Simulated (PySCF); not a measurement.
C11H10O2, SMILES COc1ccccc1-c1ccco1 at its GFN2-xTB optimised geometry (Å):

```
23

C     -1.8762    -3.3442     0.0250
O     -1.4851    -1.9927     0.0096
C     -0.1561    -1.6920     0.0044
C      0.8482    -2.6517     0.0035
C      2.1833    -2.2837    -0.0010
C      2.5361    -0.9472    -0.0046
C      1.5466     0.0158    -0.0044
C      0.1946    -0.3257    -0.0001
C     -0.7971     0.7336     0.0000
C     -2.1706     0.7336     0.0000
C     -2.5721     2.0877     0.0001
C     -1.4247     2.8185     0.0001
O     -0.3509     2.0160     0.0000
H     -1.5144    -3.8597     0.9205
H     -1.5303    -3.8758    -0.8675
H     -2.9653    -3.3335     0.0345
H      0.5996    -3.7012     0.0060
H      2.9436    -3.0504    -0.0016
H      3.5753    -0.6561    -0.0077
H      1.8097     1.0622    -0.0074
H     -2.8089    -0.1229    -0.0004
H     -3.5753     2.4624     0.0001
H     -1.2456     3.8758     0.0002
```

Method: PBE/def2-SVP (PySCF). Cells within 0.4 Å of a nucleus heavier than hydrogen are left out (blank, or x).

Map of the deformation density (molecule minus spherical neutral atoms) (e/bohr³) on the plane z = 0.0 Å:

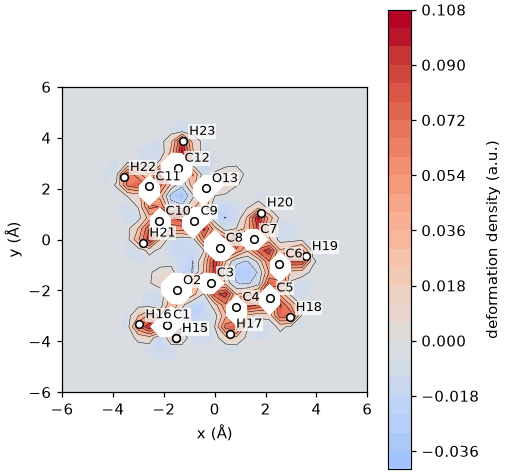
Deformation density (molecule minus spherical neutral atoms) (e/bohr³) on the plane z = 0.0 Å.
